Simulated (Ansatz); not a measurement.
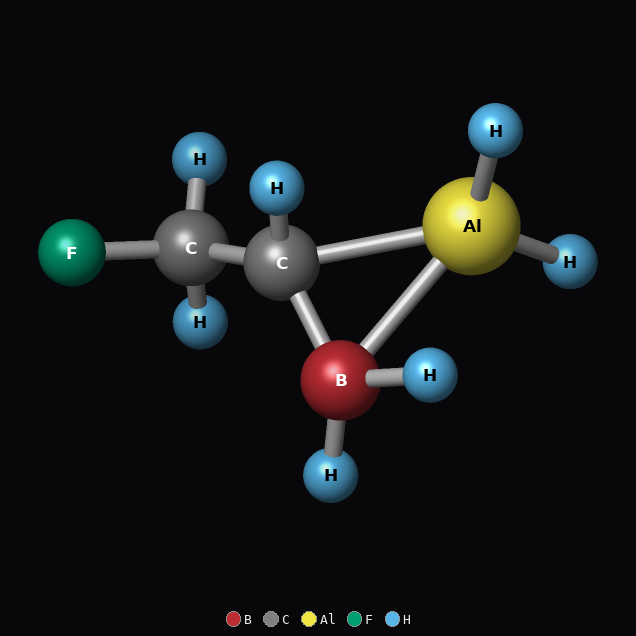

Computed geometry: PBE0-D4/def2-TZVP optimisation. No frequency run is at hand to confirm it as a minimum. Program: Ansatz 0.2.0.

Tabulate HOMO energy (eV), HOMO–LUMO gap (eV) at these levels: B3LYP-D4/def2-TZVPP; PBE-D4/def2-TZVPP; PBE0-D4/def2-TZVPP; r2SCAN-D4/def2-TZVPP; ωB97M-V/def2-TZVPP; ωB97X-V/def2-TZVPP.

| level | HOMO energy (eV) | HOMO–LUMO gap (eV) |
| --- | --- | --- |
| B3LYP-D4/def2-TZVPP | −7.78 | 5.60 |
| PBE-D4/def2-TZVPP | −6.87 | 4.00 |
| PBE0-D4/def2-TZVPP | −8.00 | 5.99 |
| r2SCAN-D4/def2-TZVPP | −7.10 | 4.47 |
| ωB97M-V/def2-TZVPP | −10.16 | 9.97 |
| ωB97X-V/def2-TZVPP | −10.28 | 10.32 |
